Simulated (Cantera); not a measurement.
Charge: 1 mol CH3Cl, 0.21 mol Si, 2.8 mol H2, at 0.100 bar.

Equilibrium computed with Cantera from the NASA thermochemical tables; the gas is ideal and each condensed phase is pure. Candidate condensed phases: C, C6H6, C7H8, C8H18, Si, SiC; 109 gas species. The tables' values for SiCl, SiCl3 are old estimates; treat these amounts as uncertain. Gases not in the tables: Si2H6 and higher silanes. The numbers say what is thermodynamically allowed, not how fast it happens.

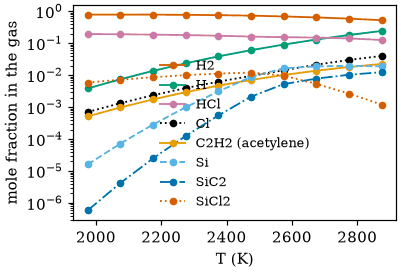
Fig. 1. Equilibrium gas composition (values under 1e-9 drawn at 1e-9)

Task: Read off the mole fractions at 2775 K.

Result: H2 about 0.59, H about 0.18, HCl about 0.14, Cl about 0.030, Si about 0.020, C2H2 (acetylene) about 0.018, SiC2 about 0.010, SiCl2 about 0.0027.
